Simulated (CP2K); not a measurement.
Consider 2-cyanopyrimidine at its PBE geometry (Å).

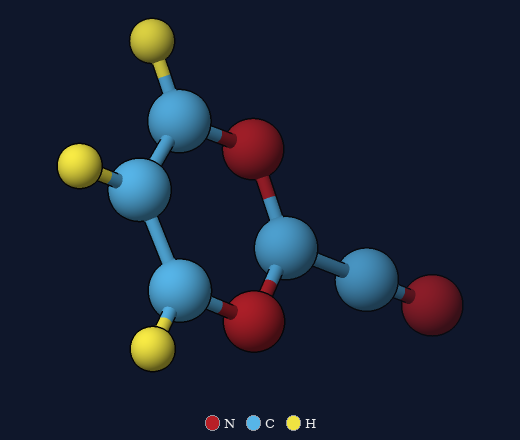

The molecule (nitrogen red, carbon blue, hydrogen yellow).

```xyz
11

N     3.7210    0.0003   -0.0711
C     2.5577   -0.0059   -0.0345
C     1.1127   -0.0046   -0.0036
N     0.5282    1.2072   -0.0722
C    -0.8142    1.1892   -0.0572
C    -1.5468    0.0028    0.0171
C    -0.8206   -1.1877    0.0848
N     0.5223   -1.2122    0.0790
H    -1.3065    2.1624   -0.1102
H    -2.6354    0.0064    0.0250
H    -1.3184   -2.1579    0.1428
```

Method: CP2K XAS_TDP, all-electron GAPW, PBEh(45%), aug-cc-pVDZ, TDA, GW2X-corrected core level, no relativity.

Q: Where do the N K-edge lines lie, and how strong are they?

Leading lines: N1 400.20 eV and N4 399.52 eV. The leading line of an atom is its first one with 35 % of the strongest within 2.5 eV of its lowest line over the strength cut. Core ionisation energies at this level: N1 406.51 and N4 406.64 eV.

The first six lines of each atom with a strength over 0.0015:

```
                       atom  energy (eV)  states  strength, one atom  above the computed threshold
           N1 (bonded to C)       400.20       1              0.0465                              
                                  401.26       1              0.0553                              
                                  405.17       1              0.0096                              
                                  407.30       1              0.0024                           yes
                                  407.32       1              0.0097                           yes
                                  407.76       1              0.0016                           yes
N4 (bonded to 2 C), 2 alike       399.52       1              0.0505                              
                                  405.29       1              0.0020                              
                                  405.63       1              0.0017                              
                                  405.86       1              0.0031                              
                                  406.56       1              0.0026                              
                                  406.78       1              0.0043                           yes
```

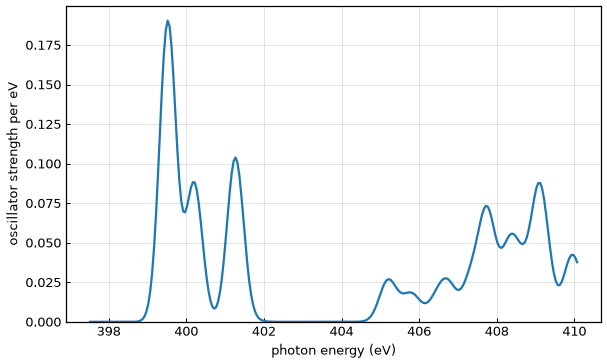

All atoms added, broadened by 0.5 eV.

Lines are vertical, at one geometry, with no vibrational structure. GW2X ionisation energies and lines can be off by 1 to 2 eV either way, and a good line position may hide errors that cancel. These values hold no scalar relativity, about 0.2 eV for N 1s. Rydberg lines, and the discretised continuum above threshold, depend on the basis and the box.

[Banner, clock and machine lines of the logs are left out without a mark of their own.]

[Logs are printed without paths, hosts, clocks, repeated set-up lines and the standing remarks that a program may print on its own settings, such as how far it seeks lower states.]

[Hosts, paths, dates, database ids (printed as entryN), source tags and the programs' standing remarks are cut or masked in the printed files.]
